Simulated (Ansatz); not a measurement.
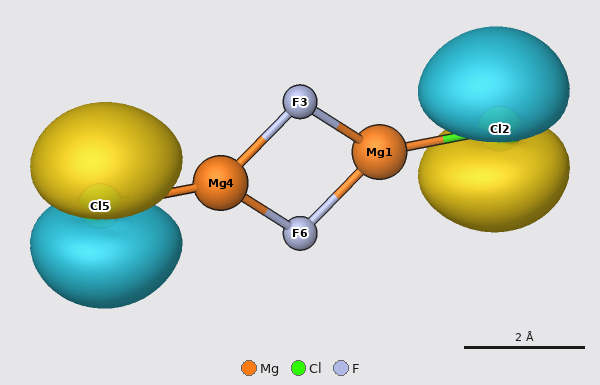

*Cl₂F₂Mg₂ ((ClMg-mu-F)2). One frontier orbital at ±0.08 Å⁻³ᐟ² (yellow and cyan are the two phases), seen at a tilt.*

Geometry: r2SCAN-D4/def2-SVP.

Level of theory: Ansatz, RKS PBE0-D4/def2-TZVP.

```xyz
6

Mg    1.1381   -0.1208    0.8941
Cl    2.8647   -0.3024    2.2477
F     0.7652    0.1704   -0.9527
Mg   -1.1397    0.1179   -0.8925
Cl   -2.8619    0.3034   -2.2512
F    -0.7665   -0.1684    0.9546
```

Q: Which orbital is it: HOMO or LUMO?

A: The HOMO, at −8.71 eV. By Hirshfeld shares it lies mainly on Cl2 (about 45 %) and Cl5 (about 45 %); it is symmetric in the molecular plane (an in-plane orbital: σ, lone-pair or in-plane π type); it is gerade (even under inversion); largely a combination of lone pairs on Cl2 and Cl5.
